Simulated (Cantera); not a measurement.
Feed: 1 mol CHF₃, 1.4 mol HCl, equilibrated at 13.3 mbar.

These are equilibrium values from Cantera (NASA tables, ideal gas, pure condensed phases), not measurements of a reactor. Candidate condensed phases: C, C₆H₆, C₇H₈, C₈H₁₈; 118 gas species. The tables' values for CCl are old estimates; treat these amounts as uncertain. The numbers say what is thermodynamically allowed, not how fast it happens.

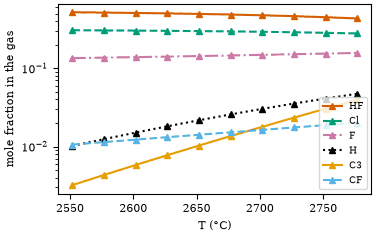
Figure: Equilibrium gas composition (values under 1e-9 drawn at 1e-9)

From 2552 °C to 2777 °C the condensed part is C(graphite). The main C-bearing gas is CF at 2552 °C and C₃ at 2777 °C. The share of C in condensed phases is highest at 2552 °C (88.6 %) and lowest at 2777 °C (21.6 %).
